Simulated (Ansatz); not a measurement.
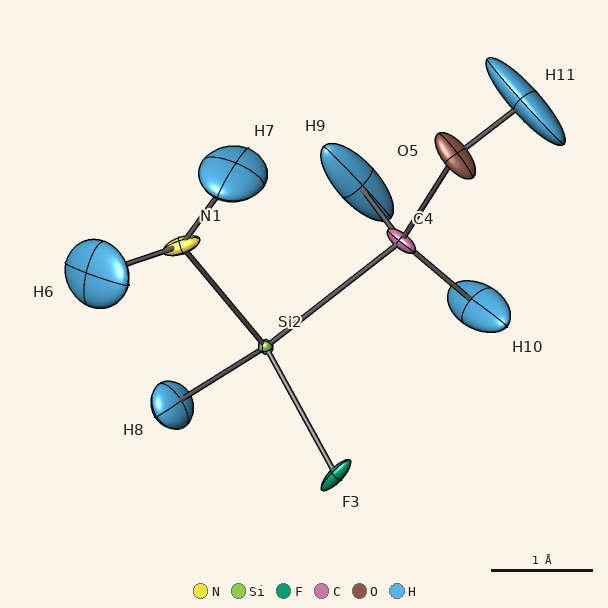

Displacement ellipsoids at the 50 % level, from the internal vibrations of the free molecule (harmonic, no overall translation or rotation; no half-axis is drawn under 0.075 Å). Vibrations computed with RKS PBE0-D4/def2-TZVP (Ansatz 0.2.0). Temperature: 298 K.

Which atom has the largest mean-square displacement?

Answer. H11, with U_eq = 0.0574 Å².

Does H10 move more along its bond or across it?

Answer. Across it: the root-mean-square amplitude is 0.117 Å along the bond and up to 0.363 Å across, since bending and torsion are softer than stretching.

Give the displacement parameters, one line for each set of equivalent atoms.

```tsv
atom	U_eq (Å²)	rms amplitudes (Å)
N1	0.0072	0.038, 0.065, 0.127
Si2	0.0012	0.030, 0.034, 0.038
F3	0.0073	0.033, 0.052, 0.135
C4	0.0060	0.042, 0.047, 0.118
O5	0.0140	0.029, 0.090, 0.181
H6	0.0485	0.095, 0.215, 0.300
H7	0.0435	0.093, 0.215, 0.275
H8	0.0212	0.091, 0.160, 0.173
H9	0.0488	0.086, 0.134, 0.348
H10	0.0534	0.086, 0.146, 0.363
H11	0.0574	0.094, 0.150, 0.375
```
